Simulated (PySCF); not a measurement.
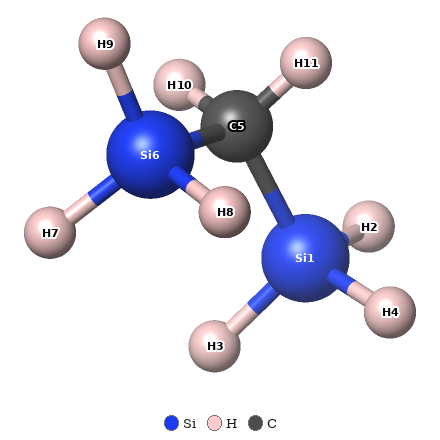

CH₈Si₂. Vertical core-electron binding energies by ΔSCF (SCAN, pcX-2 on the ionised atom, pcseg-1 elsewhere, spin-free X2C; PySCF, at a PBE0-D3(BJ)/def2-SVP geometry (no frequency check)), gas phase, against the vacuum level. One atom of each kind was ionised; within a panel, areas follow the number of like atoms and 2j + 1 (2p levels are split by first-order spin-orbit coupling, an approximation), Gaussians of 0.6 eV full width. Only the regions named are shown.

Q: Predict the Si 2p photoelectron lines.

A:
| level | atoms | binding energy (eV) |
| --- | --- | --- |
| Si 2p1/2 | Si1, Si6 | 107.3 |
| Si 2p3/2 | Si1, Si6 | 106.7 |

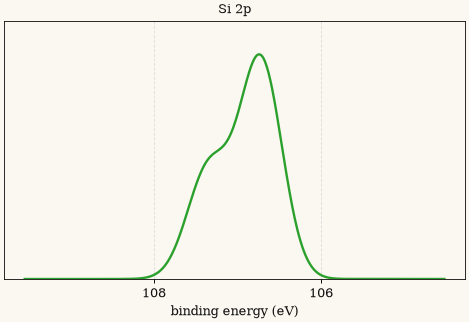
